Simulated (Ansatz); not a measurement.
# H2F (doublet): from Hartree-Fock to the top rungs at distance H1–H2 along a hydrogen transfer = 0.955 Å, cc-pVTZ

How much of the correlation energy of H2F (doublet) does each wave-function method recover here?

Computed with Ansatz 0.2.0, Gaussian basis. Level: cc-pVTZ, core rule «outside noble gas», up to 1 orbitals frozen.

Plan: UHF; CCSD(T) on ROHF; CCSD(T) on UHF; BCCD(T) on ROHF; CISD; CCSDT(Q) on ROHF; CCSDT(Q) on UHF; CASSCF and NEVPT2, 3 electrons in 3 orbitals; CASSCF and MRCISD+Q, 9 electrons in 6 orbitals; CASSCF and NEVPT2, 9 electrons in 6 orbitals.

4 further runs of the same task are left out: 4 that didn't finish.

## (1) What is computed

The geometry derives from fragments relaxed apart (PBE0/def2-TZVP) and kept rigid, so it is no stationary point. A hydrogen atom is moved between rigid fragments.

3 atoms, charge 0, spin multiplicity 2.

Atoms are counted from 1 here; the program's logs count them from 0.

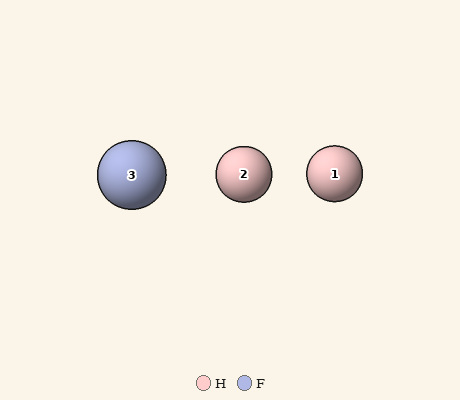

The structure; hydrogen pink, fluorine light blue; atoms are numbered from 1 in the order of the file.

## (2) UHF

in.yaml

```yaml
crystal:
  periodic: [false, false, false]
  atoms:
    - {symbol: H, position_ang: [0.000000, 0.000000, -1.030333]}
    - {symbol: H, position_ang: [0.000000, 0.000000, -0.075333]}
    - {symbol: F, position_ang: [0.000000, 0.000000, 1.105667]}
basis:
  gaussian: {orbitals: cc-pVTZ}
magnetization: {spin_polarized: true, initial_magnetization: 1}
hamiltonian: {xc: hf}
output: {orbitals: {seedname: orbitals}}
```

Launch:

```bash
ansatz run in.yaml --threads 1 --pin off --events-out ev --progress --plain --max-ram 2393MiB
```

The runs that follow: CCSD(T) on ROHF; CCSD(T) on UHF; BCCD(T) on ROHF; CISD; CCSDT(Q) on ROHF; CCSDT(Q) on UHF; CASSCF and NEVPT2, 3 electrons in 3 orbitals; CASSCF and MRCISD+Q, 9 electrons in 6 orbitals; CASSCF and NEVPT2, 9 electrons in 6 orbitals.

Before running them: what should the planned runs give, taken together? Wanted: UCCSDT(Q) below the RHF energy; RMP2 from UCCSDT(Q); UMP2 from UCCSDT(Q); RCCSD from UCCSDT(Q); RCCSD(T) from UCCSDT(Q); UCCSD(T) from UCCSDT(Q); RCCSDT(Q) from UCCSDT(Q); NEVPT2 pair from UCCSDT(Q); NEVPT2 valence from UCCSDT(Q).

**Answer**, as computed:

| quantity | value |
| --- | --- |
| UCCSDT(Q) below the RHF energy | -8.4464 eV |
| RMP2 from UCCSDT(Q) | +7.42 kcal/mol |
| UMP2 from UCCSDT(Q) | +13.56 kcal/mol |
| RCCSD from UCCSDT(Q) | +5.60 kcal/mol |
| RCCSD(T) from UCCSDT(Q) | +0.36 kcal/mol |
| UCCSD(T) from UCCSDT(Q) | +0.47 kcal/mol |
| RCCSDT(Q) from UCCSDT(Q) | +0.04 kcal/mol |
| NEVPT2 pair from UCCSDT(Q) | +8.42 kcal/mol |
| NEVPT2 valence from UCCSDT(Q) | +21.69 kcal/mol |
| MRCISD+Q valence from UCCSDT(Q) | +2.78 kcal/mol |
| levels within 1 kcal/mol (43 meV) | RCCSD(T), UCCSD(T), BCCD(T), RCCSDT, UCCSDT, RCCSDT(Q) |
| T1 diagnostic | 0.029 |
| effectively unpaired electrons | 1.02 |

RCCSD(T) misses by +0.36 kcal/mol, 0.2 % of the correlation energy. One determinant dominates. Of the multireference levels listed MRCISD+Q valence comes nearest in total energy (+2.78 kcal/mol), which doesn't show that its space is the better one. These misses are within one basis, not against nature; the frozen cores of restricted and unrestricted runs differ, which can shift their rows.
